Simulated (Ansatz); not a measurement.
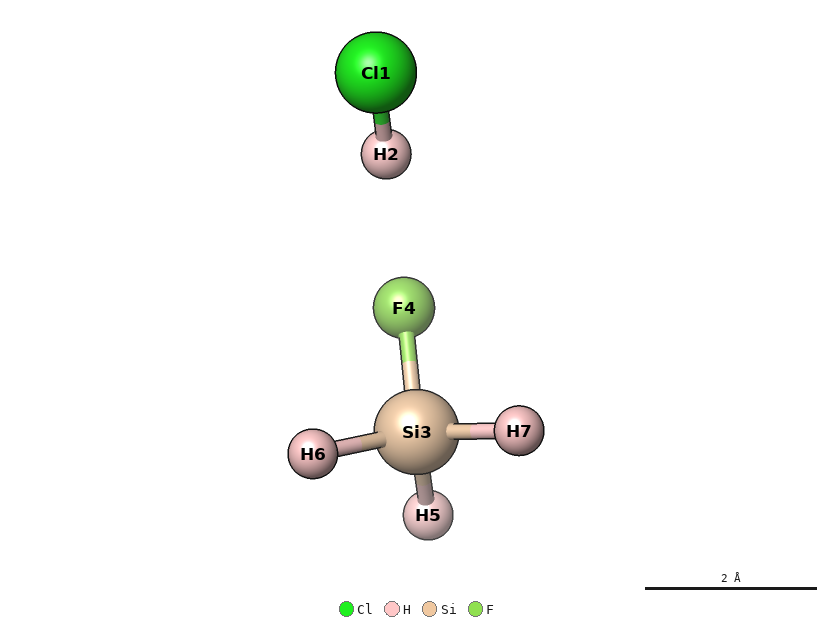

Orthographic view. Distant atoms are faded towards the background colour. The computed structure is the end point of a PBE0-D4/def2-TZVP optimisation.

List all interatomic distances (Å) as a matrix.

```
atom   Cl1    H2   Si3    F4    H5    H6    H7
 Cl1  0.00                                    
  H2  1.28  0.00                              
 Si3  4.38  3.30  0.00                        
  F4  3.27  2.02  1.61  0.00                  
  H5  5.67  4.47  1.48  2.49  0.00            
  H6  4.55  3.68  1.48  2.50  2.44  0.00      
  H7  4.54  3.67  1.48  2.50  2.44  2.44  0.00
```
